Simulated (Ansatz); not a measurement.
Pressure series in ZnSe

The parent structure is ZnSe in the zinc blende structure (space group F-43m, No. 216; a = 5.733 Å).

Cell and atoms are relaxed at each pressure.

Calculations: PBE/PAW in Ansatz (a program for electronic structure), no SOC, earlier PAW set.

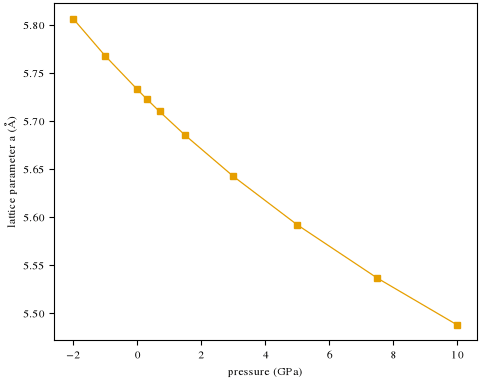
Lattice parameter a against pressure

From the plot, what is the lattice parameter a for pressure −1 GPa?

About 5.77 Å.

Is the trend monotonic over the range shown?

Yes, it falls throughout, spanning 5.488 Å to 5.807 Å.

Load acts through the strain it causes; cell and atoms are relaxed under it. Stability against distortions was not tested. Tetrahedral semiconductors of this kind turn to denser phases somewhere between about 1 and 50 GPa; those were not computed, so compressed cells here can lie past the real transition.
